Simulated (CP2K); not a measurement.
**AlH2S (SMILES [AlH][SH]) at UMP2/ccGRB-D (core potential, ngrids 5)**

What is the vertical ionisation energy of AlH2S at UMP2/ccGRB-D (core potential, ngrids 5)? 

The results are computed with CP2K 2026.2.

2 further runs of the same task are left out: 2 set aside as unsound or not needed.

## 1. The molecule

AlH2S: 4 atoms, total charge 0, spin state doublet. As SMILES, `[AlH][SH]`. The shape comes from GFN2-xTB, which is rough for such elements, and wasn't checked as a minimum.

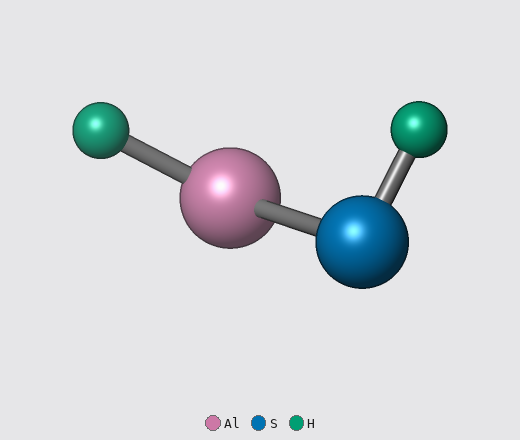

Viewed from a chosen angle; aluminium pink, sulfur blue, hydrogen teal.

## 2. The energy at UMP2/ccGRB-D (core potential, ngrids 5)

Input file gas.inp:

```
&GLOBAL
  PROJECT gas
  RUN_TYPE ENERGY
  PRINT_LEVEL MEDIUM
&END GLOBAL

&FORCE_EVAL
  METHOD QS
  &DFT
    BASIS_SET_FILE_NAME BASIS_ccGRB_UZH
    POTENTIAL_FILE_NAME POTENTIAL_UZH
    MULTIPLICITY 2
    UKS T
    &QS
      METHOD GPW
      EPS_DEFAULT 1.0E-10
    &END QS
    &MGRID
      CUTOFF 320
      REL_CUTOFF 40
      NGRIDS 5
    &END MGRID
    &POISSON
      PERIODIC NONE
      POISSON_SOLVER MULTIPOLE
    &END POISSON
    &SCF
      SCF_GUESS ATOMIC
      EPS_SCF 1.0E-06
      MAX_SCF 100
      ADDED_MOS 10
      &DIAGONALIZATION
        ALGORITHM STANDARD
      &END DIAGONALIZATION
      &MIXING
        METHOD DIRECT_P_MIXING
        ALPHA 0.4
      &END MIXING
    &END SCF
    &XC
      &XC_FUNCTIONAL NONE
      &END XC_FUNCTIONAL
      &HF
        FRACTION 1
        &SCREENING
          EPS_SCHWARZ 1.0E-09
        &END SCREENING
        &MEMORY
          MAX_MEMORY 1050
        &END MEMORY
      &END HF
      &WF_CORRELATION
        &MP2
          METHOD DIRECT_CANONICAL
        &END MP2
        MEMORY 900
      &END WF_CORRELATION
    &END XC
    &PRINT
      &MOMENTS
        PERIODIC F
        REFERENCE COM
        MAX_MOMENT 1
      &END MOMENTS
      &MO ON
        ENERGIES T
        OCCUPATION_NUMBERS T
        NDIGITS 6
        &EACH
          QS_SCF 0
        &END EACH
        ADD_LAST NUMERIC
      &END MO
      &HIRSHFELD OFF
      &END HIRSHFELD
    &END PRINT
  &END DFT
  &SUBSYS
    &CELL
      ABC 8.7 10.2 8.5
      PERIODIC NONE
    &END CELL
    &COORD
      SCALED T
      Al   0.49382874   0.39925637   0.44292235
      S    0.59827011   0.59686324   0.46386706
      H    0.40172989   0.34340343   0.58736235
      H    0.47208391   0.65659657   0.41263765
    &END COORD
    &KIND Al
      BASIS_SET ccGRB-D-q3
      POTENTIAL GTH-SCAN-q3
    &END KIND
    &KIND S
      BASIS_SET ccGRB-D-q6
      POTENTIAL GTH-SCAN-q6
    &END KIND
    &KIND H
      BASIS_SET ccGRB-D-q1
      POTENTIAL GTH-SCAN-q1
    &END KIND
  &END SUBSYS
&END FORCE_EVAL
```

Command:

```sh
$ OMP_NUM_THREADS=1 cp2k.psmp -i gas.inp > gas.out 2>&1
```

The program printed:

```text
CP2K| version string:                                       CP2K version 2026.2
[...]
 GLOBAL| Method name                                                        CP2K
[...]
 GLOBAL| Run type                                                         ENERGY
[...]
 DFT| Spin unrestricted (spin-polarized) Kohn-Sham calculation               UKS
 DFT| Multiplicity                                                             2
[...]
 DFT| Charge                                                                   0
[...]
 QS| Method:                                                                 GPW
[...]
 QS| Density cutoff [a.u.]:                                                160.0
[...]
 QS| Relative density cutoff [a.u.]:                                        20.0
[...]
                             - Atoms:                                          4
[...]
                             - Spherical basis functions:                     36
[...]
 Number of electrons:                                                          6
[...]
     1 P_Mix/Diag. 0.40E+00    0.4     0.49750205       -12.8677325674 -1.29E+01
[...]
    21 DIIS/Diag.  0.18E-06    0.3     0.00000067       -13.0786861578 -2.89E-12
  *** SCF run converged in    21 steps ***
[...]
  Overlap energy of the core charge distribution:               0.00000010440769
  Self energy of the core charge distribution:                -33.08933910763129
  Core Hamiltonian energy:                                      7.46987831486356
  Hartree energy:                                              15.91719713930586
  Exchange-correlation energy:                                  0.00000000000000
  Hartree-Fock Exchange energy:                                -3.37642260876059
  Total energy:                                               -13.07868615781477
[...]
  Ideal and single determinant S**2 :                    0.750000       0.755589
[...]
                     Mulliken Population Analysis
 #  Atom  Element  Kind  Atomic population (alpha,beta) Net charge  Spin moment
       1     Al       1         1.769055     0.957485     0.273460     0.811570
       2     S        2         3.168537     3.092429    -0.260965     0.076108
       3     H        3         0.607430     0.493761    -0.101191     0.113669
       4     H        3         0.454979     0.456325     0.088696    -0.001346
 # Total charge and spin        6.000000     5.000000     0.000000     1.000000
[...]
  Dipole moment [Debye]
    X= -0.1305105E+01 Y= -0.9075804E+00 Z= -0.6642088E+00  Total=      1.7228389
[...]
 ENERGY| Total FORCE_EVAL ( QS ) energy [hartree]            -13.256034250531174
[...]
```

Run time: 6.9 s. Hardware: 1 thread of Arm Neoverse V2, shared host; peak memory 0.49 GiB.

## 3. The singlet cation at the same level

Input file job.inp:

```
&GLOBAL
    PROJECT job
    RUN_TYPE ENERGY
    PRINT_LEVEL MEDIUM
&END GLOBAL
&FORCE_EVAL
    METHOD Quickstep
    &DFT
        BASIS_SET_FILE_NAME BASIS_ccGRB_UZH
        POTENTIAL_FILE_NAME POTENTIAL_UZH
        CHARGE 1
        MULTIPLICITY 1
        &QS
            METHOD GPW
            EPS_DEFAULT 1.0E-10
        &END QS
        &MGRID
            CUTOFF 320
            REL_CUTOFF 40
            NGRIDS 5
        &END MGRID
        ! isolated system
        &POISSON
            PERIODIC NONE
            POISSON_SOLVER MULTIPOLE
        &END POISSON
        ! self-consistent field
        &SCF
            SCF_GUESS ATOMIC
            EPS_SCF 1.0E-06
            MAX_SCF 80
            ADDED_MOS 10
            &DIAGONALIZATION
                ALGORITHM STANDARD
            &END DIAGONALIZATION
            &MIXING
                METHOD DIRECT_P_MIXING
                ALPHA 0.4
            &END MIXING
        &END SCF
        ! exchange and correlation
        &XC
            &XC_FUNCTIONAL NONE
            &END XC_FUNCTIONAL
            ! exact exchange
            &HF
                FRACTION 1
                &SCREENING
                    EPS_SCHWARZ 1.0E-09
                    SCREEN_ON_INITIAL_P F
                &END SCREENING
                &INTERACTION_POTENTIAL
                    POTENTIAL_TYPE COULOMB
                &END INTERACTION_POTENTIAL
                &MEMORY
                    MAX_MEMORY 1050
                &END MEMORY
            &END HF
            ! correlation from orbitals
            &WF_CORRELATION
                &MP2
                    METHOD DIRECT_CANONICAL
                &END MP2
                MEMORY 900
            &END WF_CORRELATION
        &END XC
        &PRINT
            &MOMENTS
                PERIODIC F
                REFERENCE COM
                MAX_MOMENT 1
            &END MOMENTS
            &MO ON
                ENERGIES T
                OCCUPATION_NUMBERS T
                NDIGITS 6
                &EACH
                    QS_SCF 0
                &END EACH
                ADD_LAST NUMERIC
            &END MO
            &HIRSHFELD OFF
            &END HIRSHFELD
        &END PRINT
    &END DFT
    &SUBSYS
        &CELL
            ABC [angstrom] 8.7 10.2 8.5
            PERIODIC NONE
        &END CELL
        &COORD
            SCALED T
            Al   0.49382874   0.39925637   0.44292235
            S    0.59827011   0.59686324   0.46386706
            H    0.40172989   0.34340343   0.58736235
            H    0.47208391   0.65659657   0.41263765
        &END COORD
        &KIND Al
            BASIS_SET ccGRB-D-q3
            POTENTIAL GTH-SCAN-q3
        &END KIND
        &KIND S
            BASIS_SET ccGRB-D-q6
            POTENTIAL GTH-SCAN-q6
        &END KIND
        &KIND H
            BASIS_SET ccGRB-D-q1
            POTENTIAL GTH-SCAN-q1
        &END KIND
    &END SUBSYS
&END FORCE_EVAL
```

Command:

```sh
$ OMP_NUM_THREADS=1 cp2k.psmp -i job.inp > job.out 2>&1
```

The program printed:

```text
CP2K| version string:                                       CP2K version 2026.2
[...]
 GLOBAL| Method name                                                        CP2K
[...]
 GLOBAL| Run type                                                         ENERGY
[...]
 DFT| Spin restricted Kohn-Sham (RKS) calculation                            RKS
 DFT| Multiplicity                                                             1
[...]
 DFT| Charge                                                                   1
[...]
 QS| Method:                                                                 GPW
[...]
 QS| Density cutoff [a.u.]:                                                160.0
[...]
 QS| Relative density cutoff [a.u.]:                                        20.0
[...]
                             - Atoms:                                          4
[...]
                             - Spherical basis functions:                     36
[...]
 Number of electrons:                                                         10
[...]
     1 P_Mix/Diag. 0.40E+00    0.4     0.98554947       -12.1619542237 -1.22E+01
[...]
    18 DIIS/Diag.  0.27E-06    0.1     0.00000042       -12.7988199104 -4.41E-12
  *** SCF run converged in    18 steps ***
[...]
  Overlap energy of the core charge distribution:               0.00000010440769
  Self energy of the core charge distribution:                -33.08933910763129
  Core Hamiltonian energy:                                      7.10244577369911
  Hartree energy:                                              16.28487183381093
  Exchange-correlation energy:                                  0.00000000000000
  Hartree-Fock Exchange energy:                                -3.09679851467851
  Total energy:                                               -12.79881991039207
[...]
                     Mulliken Population Analysis
 #  Atom  Element  Kind  Atomic population                           Net charge
       1     Al       1          2.245490                              0.754510
       2     S        2          5.964334                              0.035666
       3     H        3          0.927514                              0.072486
       4     H        3          0.862662                              0.137338
 # Total charge                             10.000000                  1.000000
[...]
  Dipole moment [Debye]
    X= -0.2681451E+01 Y= -0.4824967E+01 Z= -0.2035003E+01  Total=      5.8831722
[...]
 ENERGY| Total FORCE_EVAL ( QS ) energy [hartree]            -12.978512651455183
[...]
```

Wall time 3.9 s (1 thread of Arm Neoverse V2, shared host); peak memory 0.47 GiB.

## 4. Results

Level: UMP2/ccGRB-D (core potential, ngrids 5).

| quantity | value |
| --- | --- |
| doublet AlH2S: total energy | -13.25603 Eh |
| doublet AlH2S: dipole moment (of the density that the program reports) | 1.72 D |
| doublet AlH2S: HOMO energy (Hartree–Fock orbitals) (highest over α and β) | -8.14 eV |
| doublet AlH2S: LUMO energy (Hartree–Fock orbitals) (lowest over α and β) | 0.45 eV |
| doublet AlH2S: correlation energy | -177.3 mEh |
| doublet AlH2S: ⟨S²⟩ of the reference determinant | 0.756 |
| singlet cation: total energy | -12.97851 Eh |
| singlet cation: HOMO energy (Hartree–Fock orbitals) | -15.96 eV |
| singlet cation: LUMO energy (Hartree–Fock orbitals) | -7.00 eV |
| singlet cation: HOMO–LUMO gap (Hartree–Fock orbitals) | 8.96 eV |
| singlet cation: correlation energy | -179.7 mEh |
| vertical ionisation energy (to the singlet cation) | 7.552 eV |

**Reading.** The vertical ionisation energy comes to 7.55 eV (174 kcal/mol). Only the singlet of the ionised species was computed; a triplet could lie lower.
